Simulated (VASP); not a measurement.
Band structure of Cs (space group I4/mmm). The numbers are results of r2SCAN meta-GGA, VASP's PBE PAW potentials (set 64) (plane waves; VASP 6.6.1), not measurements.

Unless said otherwise, spin-orbit coupling is left out, though it shifts the bands of the heavy elements here.

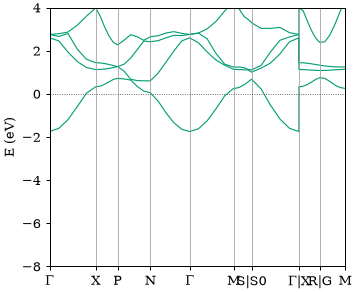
Figure: Bands along high-symmetry lines, zero at the valence-band maximum or, without a gap, the Fermi level

**Question.** Read the plot: is there a gap, and where are the band edges?

**Answer.** It has no gap at this level: it comes out as a metal or semimetal.

The structure comes from a computed database's Cs entry (I4/mmm); how it stands against other phases isn't given here. It was relaxed first.
